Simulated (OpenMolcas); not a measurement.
## Excited-state calculation of C$_{2}$H$_{7}$NSi (part 2 of 2)

The same run, continued: C$_{2}$H$_{7}$NSi, SMILES C=N[SiH2]C; CASSCF/ANO-XS-VDZ, DKH2 (OpenMolcas 26.06). The geometry comes from this level: PBE0-D4/def2-TZVP.

Geometry of the input (Å):
```
C  -0.7632  2.0272  0.3899
N  -0.7495  1.0016  -0.3364
Si -0.3792  -0.6028  0.2474
C  1.0686  -1.2710  -0.7132
H  -0.9977  3.0090  -0.0395
H  -0.5503  2.0236  1.4719
H  -0.0751  -0.5816  1.7134
H  -1.5904  -1.4347  0.0234
H  0.8495  -1.2702  -1.7830
H  1.2928  -2.2960  -0.4079
H  1.9599  -0.6622  -0.5455
```

The program's output, continued:
```
      Average CI energy                            -423.62596600
      RASSCF energy for state  3                   -423.48255585
      Super-CI energy                                -0.00000000
      RASSCF energy change                            0.00000000
      Max change in MO coefficients               1.127E-04
      Max non-diagonal density matrix element    -1.229E-04
      Maximum BLB matrix element                 -4.944E-06
      (orbital pair  22,  35 in symmetry   1)
      Norm of electronic gradient            1.641E-01
--

      Final state energy(ies):
      ------------------------

::    RASSCF root number  1 Total energy:   -423.77691323
::    RASSCF root number  2 Total energy:   -423.61842893
::    RASSCF root number  3 Total energy:   -423.48255585
      Von Neumann Entropy (Root   1) =  0.39829

      Mulliken population analysis for root number:  1
      -----------------------------------------------

++    Molecular charges:
      ------------------

      Mulliken charges per centre
      ---------------------------

                C1      C4      N2      SI3     H5      H6      H7      H8      H9      H10     H11
      Total    6.1466  6.9603  7.6636 12.7994  0.8119  0.8801  1.1856  1.1637  0.7952  0.7933  0.8003

      N-E     -0.1466 -0.9603 -0.6636  1.2006  0.1881  0.1199 -0.1856 -0.1637  0.2048  0.2067  0.1997

      Total electronic charge=   40.000000

      Total            charge=   -0.000000
--

      Expectation values of various properties for root number:  1
      -----------------------------------------------------------

++    Molecular properties:
      ---------------------

      Charge (e):
                      =   -0.0000
      Dipole Moment (debye):
      Origin of the operator (angstrom)=   -0.2265    0.0686   -0.0169
                   X=  8.1503E-01               Y= -3.5610E-01               Z=  1.3552E+00           Total=  1.6210E+00
      Quadrupole Moment (debye*angstrom):
      Origin of the operator (angstrom)=   -0.2265    0.0686   -0.0169
                  XX= -3.5630E+01              XY= -5.4620E-01              XZ= -1.0489E+00              YY= -3.1681E+01
                  YZ=  2.0677E+00              ZZ= -3.6420E+01
      In traceless form (debye*angstrom)
                  XX= -1.5792E+00              XY= -8.1929E-01              XZ= -1.5733E+00              YY=  4.3436E+00
                  YZ=  3.1016E+00              ZZ= -2.7645E+00
--

      LoProp population analysis for root number:  1
      -----------------------------------------------

++    LoProp analysis:
      ----------------

++    Static properties:
      ------------------

      LoProp Charges per center

                   C1       C4       N2       SI3      H5       H6       H7       H8       H9       H10
      Nuclear      6.0000   6.0000   7.0000  14.0000   1.0000   1.0000   1.0000   1.0000   1.0000   1.0000
      Electronic  -6.1421  -6.6897  -7.4098 -13.1541  -0.8701  -0.9220  -1.1356  -1.1190  -0.8529  -0.8486

      Total       -0.1421  -0.6897  -0.4098   0.8459   0.1299   0.0780  -0.1356  -0.1190   0.1471   0.1514

                   H11
      Nuclear      1.0000
      Electronic  -0.8559

      Total        0.1441
--

      Natural Bond Order analysis for root number:  1

++    Natural Bond Order analysis
      ---------------------------
      Based on LoProp computed density
      -------------------------------------------------------------------------------------
      Atom A       Atom B       Bond Order
      -------------------------------------------------------------------------------------
      NBO located      1.002 non-bonded electrons on atom C1
      NBO located      1.008 non-bonded electrons on atom C4
      NBO located      0.957 non-bonded electrons on atom C4
      NBO located      1.001 non-bonded electrons on atom N2
      NBO located      0.944 non-bonded electrons on atom N2
      NBO located      1.000 non-bonded electrons on atom SI3
      NBO located      1.000 non-bonded electrons on atom SI3
      NBO located      0.997 non-bonded electrons on atom SI3
      NBO located      0.998 non-bonded electrons on atom SI3
      NBO located      0.997 non-bonded electrons on atom SI3
      The remaining   13.084 electrons are to be considered as diffuse
--

--

      Von Neumann Entropy (Root   2) =  1.12602

      Mulliken population analysis for root number:  2
      -----------------------------------------------

++    Molecular charges:
      ------------------

      Mulliken charges per centre
      ---------------------------

                C1      C4      N2      SI3     H5      H6      H7      H8      H9      H10     H11
      Total    6.3141  6.9684  7.6138 12.7583  0.7815  0.8363  1.1642  1.1736  0.7946  0.7949  0.8003

      N-E     -0.3141 -0.9684 -0.6138  1.2417  0.2185  0.1637 -0.1642 -0.1736  0.2054  0.2051  0.1997

      Total electronic charge=   40.000000

      Total            charge=   -0.000000
--

      Expectation values of various properties for root number:  2
      -----------------------------------------------------------

++    Molecular properties:
      ---------------------

      Charge (e):
                      =   -0.0000
      Dipole Moment (debye):
      Origin of the operator (angstrom)=   -0.2265    0.0686   -0.0169
                   X=  7.6850E-01               Y= -8.5628E-01               Z=  6.7569E-01           Total=  1.3343E+00
      Quadrupole Moment (debye*angstrom):
      Origin of the operator (angstrom)=   -0.2265    0.0686   -0.0169
                  XX= -3.7040E+01              XY= -7.7524E-01              XZ=  1.9433E-01              YY= -3.3208E+01
                  YZ=  2.8221E-01              ZZ= -3.4221E+01
      In traceless form (debye*angstrom)
                  XX= -3.3258E+00              XY= -1.1629E+00              XZ=  2.9149E-01              YY=  2.4224E+00
                  YZ=  4.2332E-01              ZZ=  9.0338E-01
--

      LoProp population analysis for root number:  2
      -----------------------------------------------

++    LoProp analysis:
      ----------------

++    Static properties:
      ------------------

      LoProp Charges per center

                   C1       C4       N2       SI3      H5       H6       H7       H8       H9       H10
      Nuclear      6.0000   6.0000   7.0000  14.0000   1.0000   1.0000   1.0000   1.0000   1.0000   1.0000
      Electronic  -6.3315  -6.7003  -7.3339 -13.1262  -0.8398  -0.8660  -1.1136  -1.1310  -0.8528  -0.8491

      Total       -0.3315  -0.7003  -0.3339   0.8738   0.1602   0.1340  -0.1136  -0.1310   0.1472   0.1509

                   H11
      Nuclear      1.0000
      Electronic  -0.8558

      Total        0.1442
--

      Natural Bond Order analysis for root number:  2

++    Natural Bond Order analysis
      ---------------------------
      Based on LoProp computed density
      -------------------------------------------------------------------------------------
      Atom A       Atom B       Bond Order
      -------------------------------------------------------------------------------------
      NBO located      1.002 non-bonded electrons on atom C1
      NBO located      1.008 non-bonded electrons on atom C4
      NBO located      0.959 non-bonded electrons on atom C4
      NBO located      0.995 non-bonded electrons on atom N2
      NBO located      0.961 non-bonded electrons on atom N2
      NBO located      1.001 non-bonded electrons on atom SI3
      NBO located      1.000 non-bonded electrons on atom SI3
      NBO located      0.998 non-bonded electrons on atom SI3
      NBO located      0.997 non-bonded electrons on atom SI3
      NBO located      0.997 non-bonded electrons on atom SI3
      The remaining   12.786 electrons are to be considered as diffuse
--

--

      Von Neumann Entropy (Root   3) =  1.32818

      Mulliken population analysis for root number:  3
      -----------------------------------------------

++    Molecular charges:
      ------------------

      Mulliken charges per centre
      ---------------------------

                C1      C4      N2      SI3     H5      H6      H7      H8      H9      H10     H11
      Total    6.0152  6.9479  7.1681 13.5219  0.7878  0.8347  1.1618  1.1704  0.7967  0.7927  0.8028

      N-E     -0.0152 -0.9479 -0.1681  0.4781  0.2122  0.1653 -0.1618 -0.1704  0.2033  0.2073  0.1972

      Total electronic charge=   40.000000

      Total            charge=   -0.000000
--

      Expectation values of various properties for root number:  3
      -----------------------------------------------------------

++    Molecular properties:
      ---------------------

      Charge (e):
                      =   -0.0000
      Dipole Moment (debye):
      Origin of the operator (angstrom)=   -0.2265    0.0686   -0.0169
                   X= -7.3356E-02               Y=  5.9510E+00               Z= -1.2176E+00           Total=  6.0748E+00
      Quadrupole Moment (debye*angstrom):
      Origin of the operator (angstrom)=   -0.2265    0.0686   -0.0169
                  XX= -3.8233E+01              XY= -2.9947E+00              XZ=  2.4515E-01              YY= -3.0848E+01
                  YZ=  3.1548E+00              ZZ= -3.7876E+01
      In traceless form (debye*angstrom)
                  XX= -3.8706E+00              XY= -4.4921E+00              XZ=  3.6772E-01              YY=  7.2065E+00
                  YZ=  4.7322E+00              ZZ= -3.3359E+00
--

      LoProp population analysis for root number:  3
      -----------------------------------------------

++    LoProp analysis:
      ----------------

++    Static properties:
      ------------------

      LoProp Charges per center

                   C1       C4       N2       SI3      H5       H6       H7       H8       H9       H10
      Nuclear      6.0000   6.0000   7.0000  14.0000   1.0000   1.0000   1.0000   1.0000   1.0000   1.0000
      Electronic  -6.0751  -6.7077  -7.0457 -13.6650  -0.8405  -0.8579  -1.1131  -1.1281  -0.8540  -0.8552

      Total       -0.0751  -0.7077  -0.0457   0.3350   0.1595   0.1421  -0.1131  -0.1281   0.1460   0.1448

                   H11
      Nuclear      1.0000
      Electronic  -0.8576

      Total        0.1424
--

      Natural Bond Order analysis for root number:  3

++    Natural Bond Order analysis
      ---------------------------
      Based on LoProp computed density
      -------------------------------------------------------------------------------------
      Atom A       Atom B       Bond Order
      -------------------------------------------------------------------------------------
      NBO located      0.995 non-bonded electrons on atom C1
      NBO located      1.006 non-bonded electrons on atom C4
      NBO located      0.951 non-bonded electrons on atom C4
      NBO located      0.992 non-bonded electrons on atom N2
      NBO located      1.000 non-bonded electrons on atom SI3
      NBO located      0.992 non-bonded electrons on atom SI3
      NBO located      0.994 non-bonded electrons on atom SI3
      NBO located      0.998 non-bonded electrons on atom SI3
      NBO located      0.997 non-bonded electrons on atom SI3
      The remaining   12.193 electrons are to be considered as diffuse
--

--

      Average orbitals are written to the RASORB file
      Natural orbitals for root   1 are written to the RASORB.1 file
      Natural orbitals for root   2 are written to the RASORB.2 file
      Natural orbitals for root   3 are written to the RASORB.3 file
      Spin density orbitals for root   1 are written to the SPDORB.1 file
      Spin density orbitals for root   2 are written to the SPDORB.2 file
      Spin density orbitals for root   3 are written to the SPDORB.3 file

--- Stop Module: rasscf /rc=_RC_ALL_IS_WELL_ ---
           step4.RasOrb.3 step4.rasscf.h5 step4.SpdOrb.1 step4.SpdOrb.2 step4.SpdOrb.3 xmldump
--- Module rasscf spent 3 seconds ---

--- Start Module: rassi ---

                                               &RASSI

                       available to each process: 1.9 GB of memory, 1 thread

      ********************************************************************************
      *                             General data section                             *
      ********************************************************************************

   Specific data for JOBIPH file JOBIPH
   -------------------------------------

   Header from SEWARD:

   CASSCF title (first line only):
       (No title given)

  STATE IRREP:                1
  SPIN MULTIPLICITY:          1
  ACTIVE ELECTRONS:           8
  MAX RAS1 HOLES:             0
  MAX RAS3 ELECTRONS:         0
  NR OF CONFIG:             490

   The following data are common to all the states:
   ------------------------------------------------
   (note: frozen counts as inactive, deleted as secondary)

      Nr of irreps: 1

                 Total     No./Irrep
      Irrep                  1
                             a

      INACTIVE      16      16
      ACTIVE         7       7
      SECONDARY     31      31
      BASIS         54      54

      RAS1           0       0
      RAS2           7       7
      RAS3           0       0

        MATRIX ELEMENTS WILL BE COMPUTED FOR THE FOLLOWING ONE-ELECTRON OPERATORS, UNLESS ZERO BY SYMMETRY.
   (Herm=Hermitian, Anti=Antihermitian, Sing=Singlet operator, Trip=Triplet operator)
     MLTPL  0   1 (HERMSING)     MLTPL  1   1 (HERMSING)     MLTPL  1   2 (HERMSING)
     MLTPL  1   3 (HERMSING)     MLTPL  2   1 (HERMSING)     MLTPL  2   2 (HERMSING)
     MLTPL  2   3 (HERMSING)     MLTPL  2   4 (HERMSING)     MLTPL  2   5 (HERMSING)
     MLTPL  2   6 (HERMSING)     VELOCITY   1 (ANTISING)     VELOCITY   2 (ANTISING)
     VELOCITY   3 (ANTISING)     ANGMOM     1 (ANTISING)     ANGMOM     2 (ANTISING)
     ANGMOM     3 (ANTISING)     MLTPV  2   1 (ANTISING)     MLTPV  2   2 (ANTISING)
     MLTPV  2   3 (ANTISING)     MLTPV  2   4 (ANTISING)     MLTPV  2   5 (ANTISING)
     MLTPV  2   6 (ANTISING)

       EIGENSTATES OF A SPIN-FREE HAMILTONIAN WILL BE COMPUTED BASED ON:

  A Hamiltonian matrix computed by RASSI.

  Nr of states:                    3

   State:        1   2   3
  JobIph:        1   1   1
 Root nr:        1   2   3

  HAMILTONIAN MATRIX FOR THE ORIGINAL STATES:

  Diagonal, with energies
   -423.77691323   -423.61842893   -423.48255585

      OVERLAP MATRIX FOR THE ORIGINAL STATES:

  Diagonal, with elements
      1.00000000      1.00000000      1.00000000

::    RASSI State    1     Total energy:    -423.77691322610661
::    RASSI State    2     Total energy:    -423.61842893133183
::    RASSI State    3     Total energy:    -423.48255584607602

      ****************************************************************************************************
      *                                         Spin-free section                                        *
      *                 Note: index according to input order, order according to energy.                 *
      ****************************************************************************************************

  SPIN-FREE ENERGIES:
  (Shifted by EMIN (a.u.) =       -423.7769132261)

 SF State       Relative EMIN(au)   Rel lowest level(eV)    D:o, cm**(-1)

     1             0.0000000000        0.0000000000              0.0000
     2             0.1584842948        4.3125773590          34783.2822
     3             0.2943573800        8.0098723624          64603.9775

++ Dipole transition strengths (spin-free states):
   -----------------------------------------------
     for osc. strength at least  1.00000000E-05

      From   To        Osc. strength     Einstein coefficients Ax, Ay, Az (sec-1)    Total A (sec-1)
     -----------------------------------------------------------------------------------------------
         1    2       3.44189121E-03  2.69646234E+06  3.09348961E+03  7.81131310E+04  2.77766896E+06
         1    3       1.09873506E-01  7.13381242E+06  2.95730495E+08  3.01755277E+06  3.05881860E+08
         2    3       1.82703404E-03  2.75185616E+03  1.05463039E+06  2.63559843E+04  1.08373823E+06
     -----------------------------------------------------------------------------------------------
--

++ Velocity transition strengths (spin-free states):
   -------------------------------------------------
     for osc. strength at least  1.00000000E-05

      From   To        Osc. strength     Einstein coefficients Ax, Ay, Az (sec-1)    Total A (sec-1)
     -----------------------------------------------------------------------------------------------
         1    2       2.99045277E-02  2.33405847E+07  2.29888676E+05  5.63025689E+05  2.41334991E+07
         1    3       1.22488477E-01  1.41747761E+07  2.69792683E+08  5.70337941E+07  3.41001254E+08
         2    3       2.35405099E-02  1.19714858E+07  1.65826883E+06  3.33723884E+05  1.39634785E+07
     -----------------------------------------------------------------------------------------------
--

++ Length and velocity gauge comparison (spin-free states):
   --------------------------------------------------------

 --------------------------------------------------
 A comparison between the dipole oscillator strengths in
 length and velocity gauge will be performed

     All dipole oscillator differences above the tolerance of   1.00000000E-01  will be printed

 Due to basis set deficiency these oscillator may be problematic

 The tolerance is defined as ABS(1-O_l/O_v)
 O_l : dipole oscillator strength in length gauge
 O_p : dipole oscillator strength in velocity gauge
 --------------------------------------------------

  Problematic transitions have been found

      From   To       Difference (%) Osc. st. (len.) Osc. st. (vel.)
     ---------------------------------------------------------------
         1    2            88.490401  3.44189121E-03  2.99045277E-02
         1    3            10.298904  1.09873506E-01  1.22488477E-01
         2    3            92.238766  1.82703404E-03  2.35405099E-02
     ---------------------------------------------------------------

 Number of problematic transitions =                     3

--

 Electric-dipole - electric-octupole not included
 Electric-dipole - magnetic-quadrupole not included

      ****************************************************************************************************
      *                                    Special properties section                                    *
      ****************************************************************************************************

--- Stop Module: rassi /rc=_RC_ALL_IS_WELL_ ---

.##################.
.# Happy landing! #.
.##################.

    Timing: Wall=7.62 User=6.10 System=1.42
```

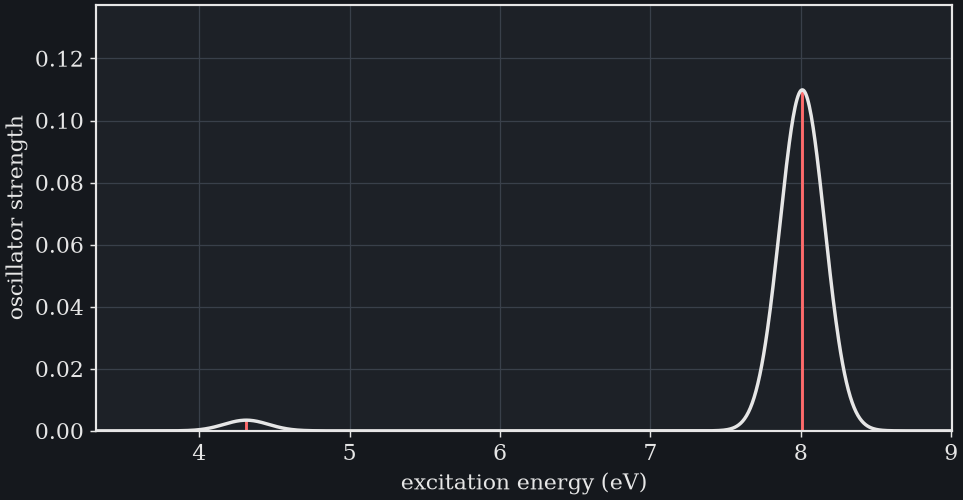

Figure 1. Computed excitations as sticks (degenerate states added up, dark ones marked on the axis), with a Gaussian envelope of 0.35 eV full width at half maximum, scaled to the tallest. Of the 2 states the lowest lies at 4.31 eV (f = 0.003); the strongest line is at 8.01 eV, or 155 nm (f = 0.110).

Key numbers:

```tsv
quantity	value
outcome	converged
total energy	−423.776913 hartree
CASSCF energy	−423.776913 hartree
basis functions	54
lowest singlet excitation	4.31 eV
hardware	1 thread of AMD EPYC (Zen 3), 128 GiB of memory available, shared host
wall time	8.4 s
peak memory	0.39 GiB
```
